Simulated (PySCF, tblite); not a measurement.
**C5H11ClOSi2: geometry, infrared bands and NMR shifts**

What infrared bands and NMR shifts should C5H11ClOSi2 (`[SiH3]O[C@@H]1C=C[C@@H](Cl)[C@@H]1[SiH3]`) show?

The runs use tblite 0.8.0 and PySCF 2.14.0, with density-fitted response routines of our own; the level of theory stands in each step. All values are computed, except where a source is named. Atoms count from 0, in the outputs and in this text.

### Step 1. The molecule as given

20 atoms, charge 0, multiplicity 1; geometry from: force field or distance geometry start.

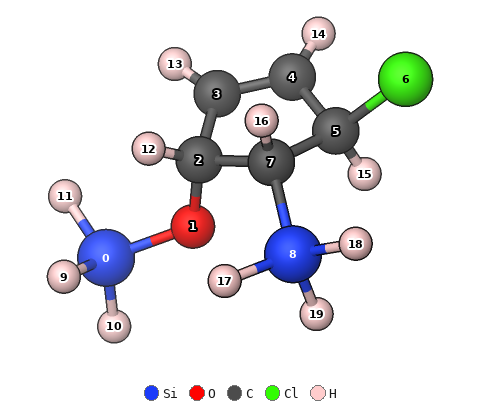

As it starts; silicon blue, oxygen red, carbon dark grey, chlorine green, hydrogen pink, atoms numbered.

### Step 2. Relaxing the molecule with GFN2-xTB

What the job is given:

```
{"job": {"kind": "relax", "xc": "GFN2-xTB", "basis": "xTB"}, "charge": 0, "multiplicity": 1}
Si     2.742600     0.795700    -0.711300
O      1.271600     0.009200    -0.578000
C      0.370800     0.393800     0.448100
C      0.494100    -0.566400     1.576000
C     -0.455800    -1.518300     1.552600
C     -1.376900    -1.309200     0.378400
Cl    -3.055100    -1.584100     0.877300
C     -1.103100     0.168600     0.025000
Si    -1.577700     0.673700    -1.701700
H      2.462100     2.230100    -0.976500
H      3.512500     0.206300    -1.823800
H      3.476000     0.674300     0.567100
H      0.491300     1.438700     0.782900
H      1.298000    -0.537300     2.309500
H     -0.533800    -2.337000     2.237100
H     -1.134500    -2.010700    -0.412000
H     -1.718800     0.796800     0.691500
H     -1.163900     2.076100    -1.944500
H     -3.055200     0.609000    -1.873700
H     -0.949500    -0.198700    -2.716600
```

Started as:

```bash
$ OMP_NUM_THREADS=1 python probes_run.py task.json out
```

The driver reads the jobs from task.json and runs them one after another.

The program printed:

```text
step      E/eV     max force
  0    -773.39756    1.668
  1    -773.49401    1.232
  2    -773.53459    0.519
  3    -773.55601    0.366
  4    -773.56951    0.321
  5    -773.57655    0.303
  6    -773.58865    0.264
  7    -773.59787    0.222
  8    -773.60737    0.206
  9    -773.61471    0.185
 10    -773.62154    0.208
 11    -773.62781    0.213
 12    -773.63375    0.159
 13    -773.63840    0.163
 14    -773.64190    0.133
 15    -773.64547    0.157
 16    -773.65009    0.181
 17    -773.65489    0.141
 18    -773.65877    0.160
 19    -773.66200    0.138
 20    -773.66537    0.203
 21    -773.66958    0.250
 22    -773.67514    0.226
 23    -773.68156    0.211
 24    -773.68742    0.187
 25    -773.69165    0.138
 26    -773.69442    0.113
 27    -773.69653    0.103
 28    -773.69860    0.130
 29    -773.70061    0.127
 30    -773.70227    0.128
 31    -773.70360    0.101
 32    -773.70489    0.091
 33    -773.70628    0.111
 34    -773.70762    0.098
 35    -773.70879    0.110
 36    -773.70986    0.083
 37    -773.71099    0.098
 38    -773.71205    0.093
 39    -773.71283    0.055
 40    -773.71344    0.068
 41    -773.71415    0.083
 42    -773.71522    0.092
 43    -773.71670    0.110
 44    -773.71823    0.115
 45    -773.71935    0.089
 46    -773.72007    0.074
 47    -773.72076    0.073
 48    -773.72162    0.077
 49    -773.72257    0.080
 50    -773.72342    0.075
 51    -773.72406    0.055
 52    -773.72455    0.051
 53    -773.72503    0.050
 54    -773.72559    0.065
 55    -773.72632    0.072
 56    -773.72719    0.069
 57    -773.72813    0.068
 58    -773.72909    0.093
 59    -773.73013    0.088
 60    -773.73126    0.088
 61    -773.73249    0.093
 62    -773.73361    0.098
 63    -773.73462    0.093
 64    -773.73556    0.074
 65    -773.73689    0.087
 66    -773.73843    0.093
 67    -773.74069    0.108
 68    -773.74293    0.097
 69    -773.74469    0.072
 70    -773.74567    0.090
 71    -773.74637    0.155
 72    -773.74787    0.095
 73    -773.74976    0.076
 74    -773.75125    0.086
 75    -773.75310    0.091
 76    -773.75518    0.102
 77    -773.75733    0.092
 78    -773.75909    0.088
 79    -773.76077    0.089
 80    -773.76255    0.117
 81    -773.76283    0.225
 82    -773.76585    0.137
 83    -773.76737    0.093
 84    -773.76926    0.103
 85    -773.77134    0.114
 86    -773.77410    0.095
 87    -773.77601    0.072
 88    -773.77649    0.144
 89    -773.77795    0.093
 90    -773.77891    0.084
 91    -773.78124    0.085
 92    -773.78230    0.099
 93    -773.78359    0.086
 94    -773.78461    0.071
 95    -773.78555    0.056
 96    -773.78622    0.064
 97    -773.78730    0.085
 98    -773.78877    0.094
 99    -773.79006    0.116
100    -773.79209    0.116
101    -773.79364    0.087
102    -773.79465    0.064
103    -773.79553    0.081
104    -773.79662    0.086
105    -773.79797    0.104
106    -773.79910    0.160
107    -773.80094    0.134
108    -773.80224    0.066
109    -773.80364    0.078
110    -773.80495    0.066
111    -773.80573    0.072
112    -773.80646    0.059
113    -773.80720    0.077
114    -773.80811    0.061
115    -773.80861    0.064
116    -773.80904    0.055
117    -773.80936    0.045
118    -773.80970    0.036
119    -773.80995    0.033
120    -773.81020    0.049
121    -773.81043    0.043
122    -773.81070    0.047
123    -773.81105    0.044
124    -773.81141    0.049
125    -773.81171    0.042
126    -773.81191    0.030
127    -773.81209    0.025
128    -773.81230    0.030
129    -773.81254    0.039
130    -773.81274    0.034
131    -773.81295    0.034
132    -773.81317    0.041
133    -773.81343    0.044
134    -773.81368    0.042
135    -773.81391    0.039
136    -773.81416    0.043
137    -773.81447    0.052
138    -773.81493    0.051
139    -773.81551    0.064
140    -773.81611    0.062
141    -773.81665    0.054
142    -773.81709    0.067
143    -773.81759    0.047
144    -773.81812    0.040
145    -773.81864    0.035
146    -773.81882    0.034
147    -773.81905    0.031
148    -773.81925    0.034
149    -773.81952    0.046
150    -773.81978    0.038
151    -773.82002    0.029
152    -773.82022    0.026
153    -773.82041    0.026
154    -773.82059    0.028
155    -773.82077    0.033
156    -773.82099    0.035
157    -773.82131    0.043
158    -773.82177    0.055
159    -773.82237    0.055
160    -773.82297    0.052
161    -773.82355    0.053
162    -773.82420    0.064
163    -773.82504    0.078
164    -773.82603    0.066
165    -773.82681    0.056
166    -773.82720    0.072
167    -773.82727    0.073
168    -773.82785    0.039
169    -773.82812    0.034
170    -773.82867    0.054
171    -773.82918    0.044
172    -773.82963    0.034
173    -773.82986    0.030
174    -773.83014    0.033
175    -773.83043    0.038
176    -773.83076    0.047
177    -773.83103    0.042
178    -773.83130    0.035
179    -773.83151    0.022
180    -773.83163    0.021
181    -773.83169    0.014
182    -773.83174    0.011
183    -773.83176    0.010
184    -773.83180    0.011
185    -773.83183    0.012
186    -773.83186    0.011
187    -773.83188    0.009
```

Run time: 2.1 s. Hardware: 1 thread of Arm Neoverse V1, shared host; peak memory 0.18 GiB.

Step by step: (not every step is listed)

| step | energy from step 0 (eV) | largest force (eV/Å) |
| --- | --- | --- |
| 0 | 0.0000 | 1.6677 |
| 1 | -0.0965 | 1.2324 |
| 2 | -0.1370 | 0.5188 |
| 3 | -0.1585 | 0.3663 |
| 4 | -0.1720 | 0.3208 |
| 5 | -0.1790 | 0.3034 |
| 6 | -0.1911 | 0.2644 |
| 7 | -0.2003 | 0.2220 |
| 8 | -0.2098 | 0.2060 |
| 25 | -0.2941 | 0.1378 |
| 42 | -0.3177 | 0.0924 |
| 59 | -0.3326 | 0.0880 |
| 76 | -0.3576 | 0.1015 |
| 93 | -0.3860 | 0.0865 |
| 110 | -0.4074 | 0.0661 |
| 127 | -0.4145 | 0.0249 |
| 144 | -0.4206 | 0.0399 |
| 161 | -0.4260 | 0.0529 |
| 178 | -0.4337 | 0.0349 |
| 182 | -0.4342 | 0.0110 |
| 183 | -0.4342 | 0.0095 |
| 184 | -0.4342 | 0.0110 |
| 185 | -0.4343 | 0.0117 |
| 186 | -0.4343 | 0.0114 |
| 187 | -0.4343 | 0.0088 |

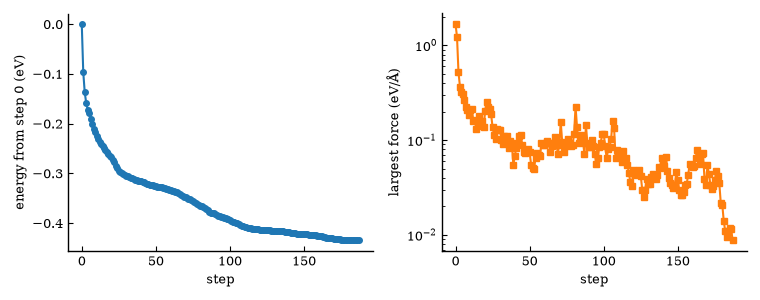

Energy and force, step by step.

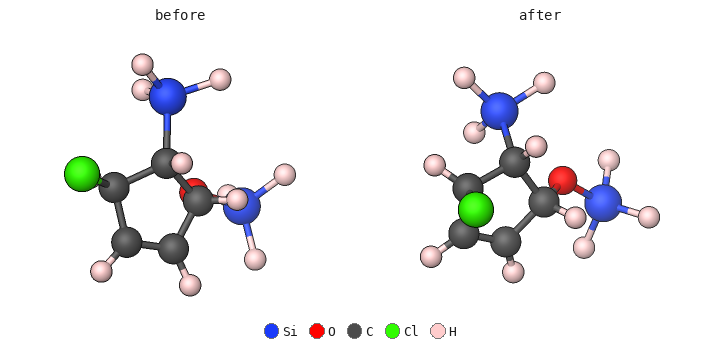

Before and after, at one scale.

Distances of close pairs at the start and the end, largest changes first:

| bond | before (Å) | after (Å) | change (Å) |
| --- | --- | --- | --- |
| C7–Si8 | 1.861 | 1.914 | +0.054 |
| Si0–O1 | 1.673 | 1.626 | -0.047 |
| C5–Cl6 | 1.772 | 1.815 | +0.043 |
| Si8–H17 | 1.482 | 1.457 | -0.026 |
| C5–C7 | 1.544 | 1.520 | -0.024 |
| Si0–H10 | 1.476 | 1.453 | -0.023 |
| C3–C4 | 1.345 | 1.323 | -0.022 |
| C2–C7 | 1.550 | 1.530 | -0.020 |

The final coordinates are the input of the step that follows.

### Step 3. Harmonic vibrations with GFN2-xTB

What the job is given:

```
{"job": {"kind": "ir", "xc": "GFN2-xTB", "basis": "xTB"}, "charge": 0, "multiplicity": 1}
Si     2.589298     1.304712    -0.557563
O      1.046217     0.791502    -0.560484
C      0.237668     0.439405     0.533701
C      0.564076    -0.920665     1.082143
C     -0.508138    -1.692360     1.155742
C     -1.733834    -0.959814     0.730245
Cl    -2.666135    -0.534184     2.227932
C     -1.201342     0.284299     0.038932
Si    -1.082623     0.063769    -1.858854
H      2.728337     2.463755     0.329918
H      2.735925     1.615311    -1.969025
H      3.505248     0.257759    -0.092191
H      0.349950     1.200620     1.320086
H      1.571715    -1.184841     1.348502
H     -0.553045    -2.699337     1.532359
H     -2.431278    -1.548937     0.134980
H     -1.809081     1.157009     0.274907
H     -0.727790     1.324584    -2.496104
H     -2.439217    -0.315523    -2.282988
H     -0.181098    -1.036388    -2.184914
```

The program printed:

```text
mode    cm-1     km/mol
  1      36.0      0.93
  2      61.2      0.91
  3     105.3      2.25
  4     115.2      1.91
  5     154.8      1.03
  6     185.2      1.85
  7     201.3     16.15
  8     233.3      6.20
  9     251.6      0.58
 10     359.9      0.02
 11     399.9      6.09
 12     469.5     12.00
 13     534.4     43.64
 14     573.8     50.55
 15     602.0     64.83
 16     618.5     51.39
 17     670.4     28.34
 18     735.8      9.68
 19     740.4     88.89
 20     741.9    106.59
 21     745.2    203.10
 22     770.5     52.37
 23     796.7    239.78
 24     805.5     99.43
 25     816.5    175.93
 26     820.5    391.84
 27     830.7    261.72
 28     872.1     26.27
 29     876.9     68.17
 30     964.1     28.90
 31     997.3     29.02
 32    1044.6     23.47
 33    1084.3     18.41
 34    1096.3     34.07
 35    1137.3    209.66
 36    1165.4     30.18
 37    1192.3      9.65
 38    1218.8     41.75
 39    1237.6      3.05
 40    1262.0      7.25
 41    1285.9      8.51
 42    1298.9     25.87
 43    1682.1      0.23
 44    2210.0    378.94
 45    2212.8    342.00
 46    2243.7    166.60
 47    2302.2    208.04
 48    2326.1    278.15
 49    2356.3    258.98
 50    2852.7     52.85
 51    2962.7     12.47
 52    2986.4     26.75
 53    3119.0     10.89
 54    3136.7     23.86
```

Run time: 1.1 s. Hardware: 1 thread of Arm Neoverse V1, shared host; peak memory 0.18 GiB.

Which atoms move in the most intense modes:

```csv
cm⁻¹,km/mol,atoms
797,239.8,"H11 36 %, H10 22 %, H9 22 %"
820,391.8,"H17 27 %, H18 26 %"
831,261.7,"H9 39 %, H11 36 %"
1137,209.7,"C2 39 %, O1 35 %"
2210,378.9,H18 95 %
2213,342.0,"H11 58 %, H9 38 %"
2326,278.1,H17 93 %
2356,259.0,H10 96 %
```

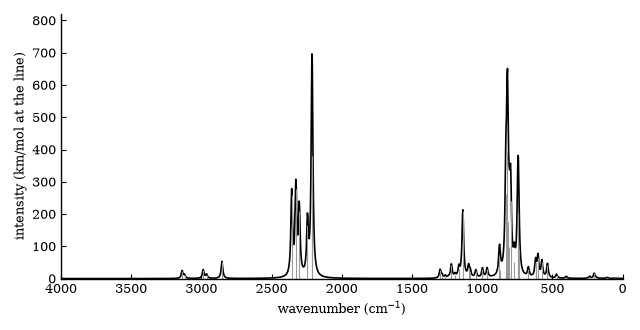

The infrared spectrum from these modes, unscaled. Lines are broadened to a width of 14 cm⁻¹ (Lorentzian).

### Step 4. Nuclear shieldings: PBE0/pcSseg-1

Settings changed since step 3:

```diff
@@ -1,2 +1,2 @@
-{"job": {"kind": "ir", "xc": "GFN2-xTB", "basis": "xTB"}, "charge": 0, "multiplicity": 1}
+{"job": {"kind": "nmr", "xc": "PBE0", "basis": "pcSseg-1"}, "charge": 0, "multiplicity": 1}
 Si     2.589298     1.304712    -0.557563
```

Level: GIAO PBE0/pcSseg-1 NMR shielding, non-relativistic, gas phase.

The program printed:

```text
coarse grid: 18208 points
cycle   1  E = -1310.6098669297  dE =  1.183e+00  |g| = 6.882e-01  |ddm| = 4.112e+00
cycle   2  E = -1310.4963395863  dE =  1.135e-01  |g| = 1.047e+00  |ddm| = 1.583e+00
cycle   3  E = -1310.6982715118  dE = -2.019e-01  |g| = 1.243e-01  |ddm| = 1.112e+00
cycle   4  E = -1310.7011961024  dE = -2.925e-03  |g| = 4.259e-02  |ddm| = 1.627e-01
cycle   5  E = -1310.7015707646  dE = -3.747e-04  |g| = 1.492e-02  |ddm| = 4.745e-02
cycle   6  E = -1310.7016194576  dE = -4.869e-05  |g| = 4.987e-03  |ddm| = 1.591e-02
cycle   7  E = -1310.7016251982  dE = -5.741e-06  |g| = 1.127e-03  |ddm| = 5.214e-03
final grid: 161944 points
cycle   8  E = -1310.7636858476  dE = -3.435e-05  |g| = 1.045e-02  |ddm| = 3.836e-02
cycle   9  E = -1310.7636592792  dE =  2.657e-05  |g| = 1.566e-02  |ddm| = 2.182e-02
cycle  10  E = -1310.7637071429  dE = -4.786e-05  |g| = 1.216e-03  |ddm| = 1.389e-02
cycle  11  E = -1310.7637074015  dE = -2.587e-07  |g| = 3.625e-04  |ddm| = 1.521e-03
cycle  12  E = -1310.7637074291  dE = -2.754e-08  |g| = 9.589e-05  |ddm| = 4.485e-04
cycle  13  E = -1310.7637074310  dE = -1.899e-09  |g| = 3.870e-05  |ddm| = 1.243e-04
cycle  14  E = -1310.7637074313  dE = -3.531e-10  |g| = 9.549e-06  |ddm| = 3.921e-05
converged SCF energy = -1310.7637074313

GIAO shielding tensors (ppm)
atom      isotropic    diamagn.    paramagn.     s11        s22        s33       span
  0 Si     388.115     880.379    -492.264    343.598    352.986    467.759    124.161
  1 O      294.389     400.676    -106.286    261.616    298.273    323.278     61.662
  2 C      103.001     242.674    -139.673     71.996    102.946    134.061     62.065
  3 C       44.031     255.573    -211.542    -64.008     54.824    141.279    205.287
  4 C       42.814     254.144    -211.330    -68.878     53.854    143.467    212.345
  5 C      115.655     246.483    -130.828     90.311    122.101    134.553     44.242
  6 Cl     704.466    1146.156    -441.690    492.987    564.647   1055.763    562.776
  7 C      141.361     250.144    -108.782    121.047    137.606    165.432     44.385
  8 Si     422.978     879.128    -456.150    398.004    405.653    465.276     67.272
  9 H       26.755      29.080      -2.325     23.382     24.908     31.975      8.594
 10 H       26.885      29.398      -2.512     22.765     25.506     32.385      9.620
 11 H       26.750      29.410      -2.660     22.811     25.398     32.041      9.231
 12 H       26.357      30.567      -4.210     22.182     28.043     28.844      6.662
 13 H       25.445      32.089      -6.644     23.039     25.675     27.621      4.582
 14 H       25.439      31.400      -5.961     24.091     25.433     26.794      2.703
 15 H       26.823      30.352      -3.529     21.242     28.210     31.018      9.776
 16 H       28.991      31.125      -2.134     25.106     29.112     32.754      7.648
 17 H       27.702      29.482      -1.780     23.447     26.625     33.034      9.587
 18 H       28.049      29.231      -1.182     24.279     26.309     33.558      9.279
 19 H       27.984      29.216      -1.232     24.673     26.901     32.377      7.705
```

It took 81 s on 1 thread of Arm Neoverse V1, shared host; peak memory 1.1 GiB.

Shifts follow as δ = σ(reference) − σ, with reference shieldings (ppm) from runs at the same level and on the same kind of geometry: 1H TMS 31.72, 13C TMS 186.9, 29Si TMS 349.2, 17O H2O 336.1, 35Cl HCl 950. The references are single molecules in the gas phase, so shifts against H2O, NH3, PH3, H3PO4 or CFCl3 are not on the usual liquid scales and can be off by tens of ppm. Atoms listed in one row are averaged.

```
        atoms                                 environment  σ (ppm)  δ (ppm)  δ scaled to CDCl3
           C4                                   alkene CH     42.8    144.1              138.7
           C3                                   alkene CH     44.0    142.9              137.5
           C2                  allylic sp3 CH bonded to O    103.0     83.9               80.0
           C5                 allylic sp3 CH bonded to Cl    115.7     71.3               67.6
           C7                         sp3 CH bonded to Si    141.4     45.6               42.6
          H14                    hydrogen on an alkene CH    25.44     6.28               6.02
          H13                    hydrogen on an alkene CH    25.45     6.27               6.02
          H12   hydrogen on an allylic sp3 CH bonded to O    26.36     5.36               5.16
 H9, H10, H11           hydrogen on a silicon bonded to O    26.80     4.92                  –
          H15  hydrogen on an allylic sp3 CH bonded to Cl    26.82     4.89               4.72
H17, H18, H19           hydrogen on a silicon bonded to C    27.91     3.81                  –
          H16          hydrogen on an sp3 CH bonded to Si    28.99     2.73               2.68
          Si0                    silicon bonded to O, 3 H    388.1    -39.0                  –
          Si8                    silicon bonded to C, 3 H    423.0    -73.8                  –
           O1                      oxygen bonded to C, Si    294.4     41.7                  –
          Cl6                        chlorine bonded to C      704      245                  –
```

The scaled column applies a straight-line fit of computed shieldings to shifts measured in CDCl3, with any fitted terms for Cl, Br or S neighbours (root-mean-square error 0.16 ppm for H, 1.9 ppm for C).

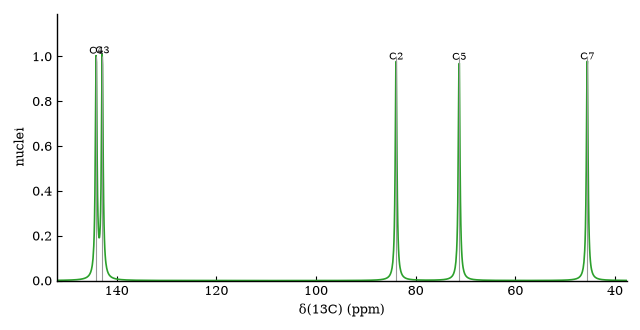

13C lines at the computed shifts, without couplings. Lines are broadened to a width of 0.39 ppm (Lorentzian).

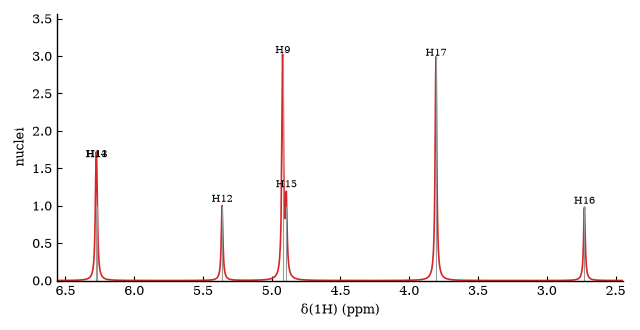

1H lines at the computed shifts, without couplings. Lines are broadened to a width of 0.01 ppm (Lorentzian).

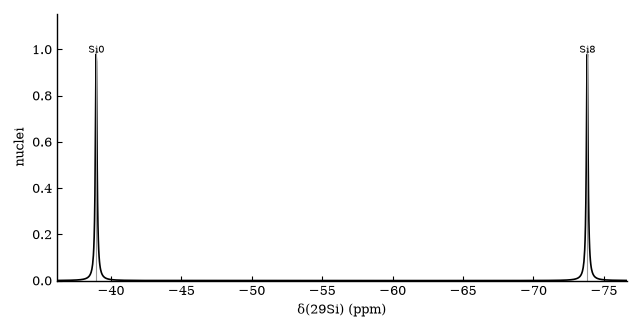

29Si lines at the computed shifts, without couplings. Lines are broadened to a width of 0.14 ppm (Lorentzian).

The run also stored atomic charges by several schemes (e):

```
atoms  Mulliken    IAO  Hirshfeld  ESP fit
  Si0      0.72   0.87       0.39     0.57
   O1     -0.67  -0.63      -0.19    -0.41
   C2      0.16   0.09       0.05     0.29
   C3     -0.06  -0.16      -0.04    -0.24
   C4     -0.02  -0.15      -0.05    -0.16
   C5     -0.24  -0.08       0.01    -0.16
  Cl6     -0.12  -0.14      -0.09    -0.16
   C7     -0.43  -0.39      -0.12    -0.18
  Si8      0.57   0.61       0.29     0.36
```

ESP fit charges:

Si0 0.57; O1 -0.41; C2 0.29; C3 -0.24; C4 -0.16; C5 -0.16; Cl6 -0.16; C7 -0.18; Si8 0.36; H9 -0.13; H10 -0.10; H11 -0.12; H12 0.06; H13 0.16; H14 0.18; H15 0.19; H16 0.12; H17 -0.08; H18 -0.13; H19 -0.07

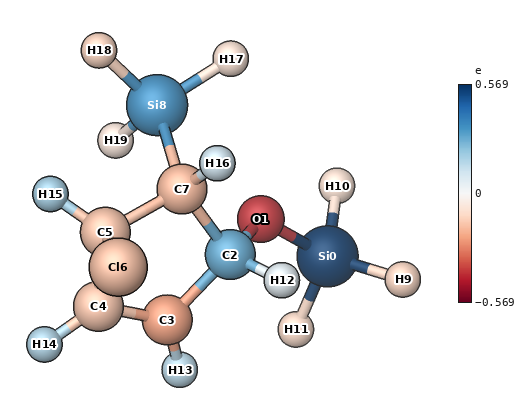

ESP fit charges, as colours on the atoms.

Mayer bond orders: Si0–O1 0.92, O1–C2 0.83, C2–C3 1.01, C3–C4 1.83, C4–C5 1.00, C5–Cl6 0.98, C5–C7 0.98, C7–Si8 0.83, C7–C2 0.98.

Ring of atoms C2, C3, C4, C5, C7: NICS(0) -2.4, NICS(1) -3.7, NICS(1)zz -3.9 ppm (means of both faces).

### Step 5. Results

| quantity | value |
| --- | --- |
| strongest single infrared mode (GFN2-xTB) | 820 cm⁻¹, 392 km/mol |
| zero-point energy (GFN2-xTB) | 86.5 kcal/mol |
| 13C shifts against TMS (PBE0/pcSseg-1) | 144.1, 142.9, 83.9, 71.3, 45.6 ppm |
| 1H shifts against TMS (PBE0/pcSseg-1, means over atoms taken as alike) | 6.28, 6.27, 5.36, 4.92, 4.89, 3.81, 2.73 ppm |
| 29Si shifts against TMS (PBE0/pcSseg-1) | -39.0, -73.8 ppm |
| 17O shifts against H2O (PBE0/pcSseg-1) | 41.7 ppm |
| 35Cl shifts against HCl (PBE0/pcSseg-1) | 245 ppm |

In words: The optimisation took 187 steps and gained 0.434 eV; among the close pairs (by a distance rule), C7–Si8 changed most, from 1.861 to 1.914 Å. No mode is imaginary among the 54: a minimum at this level. The strongest single mode, at 820 cm⁻¹, is spread over many atoms; the largest shares are those of H17, H18. GFN2-xTB is a fitted tight-binding method: band positions and strengths are rough. Its intensities can rank the bands wrongly. At PBE0/pcSseg-1: Shielding is most anisotropic at Cl6 (span 563 ppm, paramagnetic term -442 ppm).
